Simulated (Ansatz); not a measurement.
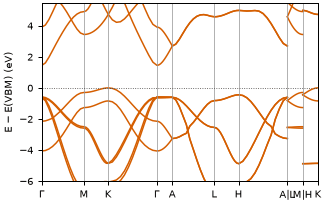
Figure. Band structure from DFT-r²SCAN+D4 in the program Ansatz with PAW potentials

### Question
Read off the gap and where the band edges lie.

### Answer
About 1.5 eV (1.45 eV by a search for the band edges); maximum at K, minimum at Γ.

The material is GaN in space group P6_3/mmc (No. 194; Ga on 2d, N on 2b).

The first step of the workflow began from a Materials Project structure, measured or hypothetical; the Crystallography Open Database copy checked does not list it. It is not the phase usual at ambient conditions (space group No. 186, 216). The r²SCAN+D4 relaxation kept the symmetry of its start; phonons on a q-mesh show weakly imaginary modes. Spin–orbit coupling is left out wherever it is not named.

Potentials: the earlier of the program's two PAW sets.
